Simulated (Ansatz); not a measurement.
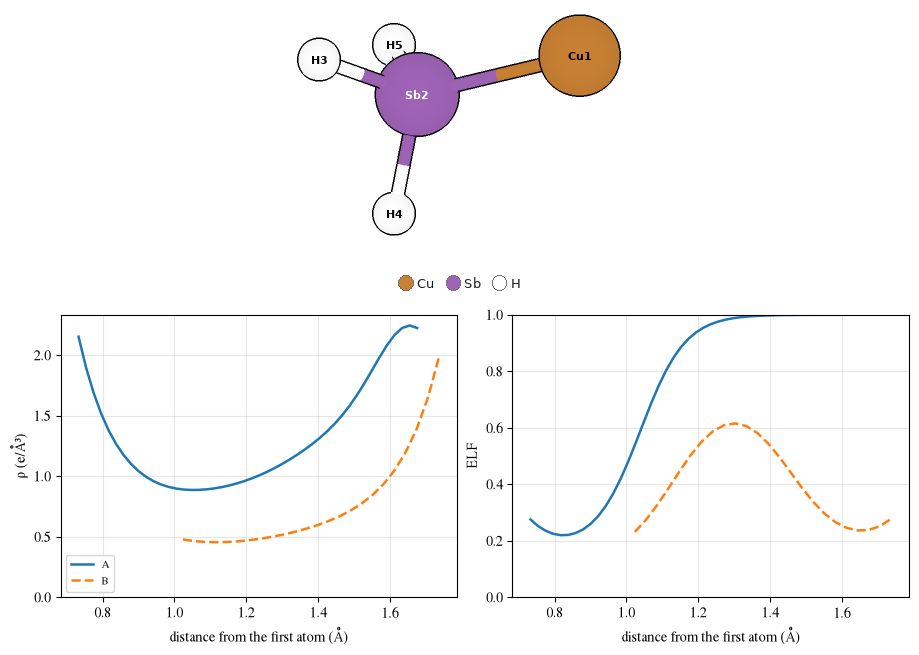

The picture shows: CuH₃Sb (charge +1). Electron density and ELF along straight lines between neighbouring atoms. The curves leave out the atomic cores. The structure is drawn too.

Geometry: PBE0-D4/def2-TZVP; core potentials replace the inner electrons of Sb.

Theory: Ansatz, RKS PBE0-D4/def2-TZVPPD.

Input

```
crystal:
  periodic: [false, false, false]
  atoms:
    - {symbol: Cu, position_ang: [1.666776, 0.620252, -1.650814]}
    - {symbol: Sb, position_ang: [-0.037317, -0.013896, 0.036949]}
    - {symbol: H, position_ang: [-1.023670, 1.223152, 0.588209]}
    - {symbol: H, position_ang: [0.547905, -0.661507, 1.467044]}
    - {symbol: H, position_ang: [-1.153793, -1.167901, -0.441388]}
basis:
  gaussian: {orbitals: "def2-TZVPPD.json"}
total_charge: 1
hamiltonian: {xc: pbe0, dispersion: d4}
output: {orbitals: {seedname: orbitals}}
```

Command:

```sh
ansatz run in.yaml --threads 4 --pin off --events-out ev --progress --plain --max-ram 9574MiB
```

### Which curve belongs to which contact (Cu–Sb and Sb–H)? The first atom named is at distance zero.

Curve A: Sb–H (1.68 Å): the density is about 1.3 e/Å³ at the midpoint; the ELF climbs to about 1 towards the hydrogen. Curve B: Cu–Sb (2.48 Å): ρ is about 0.48 e/Å³ halfway; the ELF peaks at about 0.60 between the atoms.
